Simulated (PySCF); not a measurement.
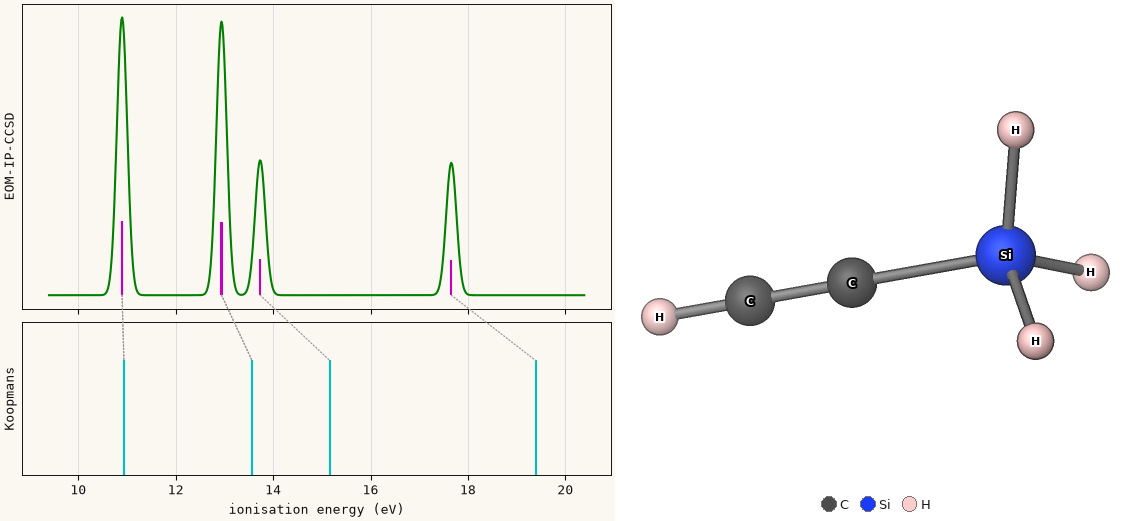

Valence photoelectron lines of C₂H₄Si (ethynylsilane), SMILES C#C[SiH3]: vertical EOM-IP-CCSD/aug-cc-pVDZ (frozen core, PySCF 2.14.0, at a PBE0-D3(BJ)/def2-SVP geometry (no frequency check); 6 lines, one for each of the 6 highest orbitals, so a line of a deeper orbital can be missing among them) above, Hartree-Fock orbital energies with the sign turned below, non-relativistic; dotted lines join each line to its leading orbital. Stick heights are one-hole weights (summed over degenerate lines), not cross-sections; Gaussian width 0.25 eV.

### What is the first vertical ionisation energy, and how far is Koopmans' value off?

10.90 eV from the HOMO (with HOMO−1 within 0.05 eV); Koopmans gives 10.94 eV, 0.04 eV too high.

### Do correlation and relaxation change the order of the lines?

Not among these holes, which come in the order of the orbitals, HOMO, HOMO−1, HOMO−2, HOMO−3, HOMO−4, HOMO−5.

Known limits of this run: small basis, so the lines can lie some tenths of an eV too low.
